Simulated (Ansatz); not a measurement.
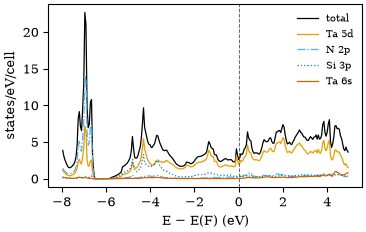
Figure: Total and projected density of states of Ta2SiN in space group P6_3/mmc (No. 194; Si on 2d, Ta on 4f, N on 2a), r²SCAN in the plane-wave PAW code Ansatz

Q: Which orbitals carry the states next to the Fermi level?

A: Within 0.5 eV of the Fermi level: Ta 5d 72 %, Si 3p 11 %, N 2p 10 %. Projections are on Löwdin-orthogonalised atomic valence shells; empty p or d shells of many metals are not among them.

Q: Where is the tallest occupied peak in this window, and what makes it?

A: Near -6.9 eV, about 23 states/eV per cell; the largest projected share is N 2p.

The start of the workflow was typed in or built on a structure type; neither database checked (COD, Materials Project) lists it. Its standing as an ambient phase is unchecked. The cell was relaxed with r²SCAN under the symmetry of its start; whether a distortion lowers the energy is not shown. The run is not spin-polarised. Scalar-relativistic: spin–orbit coupling is off unless named, which matters more the heavier the elements.

Potentials: the earlier of the program's two PAW sets.
